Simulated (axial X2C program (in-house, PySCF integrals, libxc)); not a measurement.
# SiH: relativistic diatomic calculation

System: SiH. The reference is closed-shell SiH⁻; the roots are the vertical energies to take an electron from it, which leaves states of SiH. The distance is the PBE0 minimum at charge −1.
Method: EOM-IP-CCSD, two-component X2C with atomic mean-field Coulomb and Gaunt terms, Si dyall-av3z, H dyall-av3z (cores contracted) (axial X2C program (in-house, PySCF integrals, libxc)).

**Summary**

```tsv
quantity	value
outcome	converged
HF energy of the reference SiH⁻	−290.00070 hartree
MP2 energy of the reference SiH⁻	−290.11573 hartree
CCSD energy of the reference SiH⁻ (with the MP2 share of the virtual spinors left out of the coupled-cluster step)	−290.14642 hartree
CCSD(T) energy of the reference SiH⁻	−290.15637 hartree
T1 diagnostic (spinor form; for a closed shell √2 times the usual value)	0.031
hardware	1 thread of Arm Neoverse V2, 128 GiB of memory available, shared host
wall time	2.3 s
peak memory	0.39 GiB
```

**Input file**
```
{"zs": [14, 1], "q": 0, "bas": ["dyall-av3z", "dyall-av3z"], "r0": 1.48, "eom": "ip", "rq": -1, "thr": -2.0, "nmax": 95, "grid": [1, 0.96, 1.045, 0.92, 1.09, 1.15]}
```

The line is the task of a batch: nuclear charges, charge, bases, a first guess of the distance and further settings. This report covers the levels named above. The log is that of the reference distance 1.561 Å.

Launched within a batch (the task file carries these settings):
```bash
python <driver script> task.json out
```

**Log**
```
two-component X2C + atomic mean field  HF
basis functions 88  fitting functions 469  grid points 4354
iter        total energy     max residual
   1       -289.994074074     6.93e-02
   2       -290.000438988     3.71e-03
   3       -290.000668171     7.10e-04
   4       -290.000693733     2.68e-04
   5       -290.000697434     1.23e-04
   6       -290.000698188     3.29e-05
   7       -290.000698261     8.43e-06
   8       -290.000698268     1.70e-06
   9       -290.000698268     4.19e-07
converged
one-electron -414.84126775  Coulomb 140.93271329  exact exchange -20.80119590  xc functional 0.00000000  nuclear repulsion 4.74598395  atomic mean-field constant -0.03693186
correlated 6  virtual 150  natural virtual 94  E(MP2) -0.115027942  MP2 remainder -0.001586501
iter   CCSD correlation   residual
   1     -0.130968554   1.44e-01
   2     -0.139099256   8.50e-02
   3     -0.141481031   5.73e-02
   4     -0.143163737   3.93e-02
   5     -0.143773863   2.07e-02
   6     -0.144095760   7.02e-03
   7     -0.144145796   1.85e-03
   8     -0.144132081   5.29e-04
   9     -0.144135885   1.71e-04
  10     -0.144135851   6.36e-05
  11     -0.144136469   2.00e-05
  12     -0.144136567   7.67e-06
  13     -0.144136673   3.33e-06
  14     -0.144136712   1.12e-06
  15     -0.144136733   5.02e-07
  16     -0.144136733   1.91e-07
(T) -0.009950420305514808  T1 0.0313  D1 0.0510  max T2 0.353
EOM-IP-CCSD roots
2*Omega      energy/Eh   energy/eV  one-particle weight
    1       0.03645088      0.9919      0.934
    1       0.13377223      3.6401      0.826
    1       0.22551839      6.1367      0.108
    1       0.27363373      7.4460      0.040
    3       0.08003770      2.1779      0.000
    3       0.16298414      4.4350      0.000
    3       0.22038015      5.9968      0.000
    5       0.20809162      5.6625      0.000
```

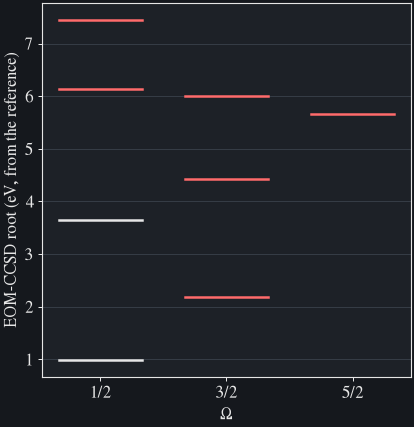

Fig. 1: EOM-CCSD roots by Ω at 1.56 Å; roots whose one-particle weight is under 0.8 have the second colour. The lowest has Ω = 1/2 and lies at 0.992 eV, with one-particle weight 0.93. 6 of the 8 roots are less well described at this level.
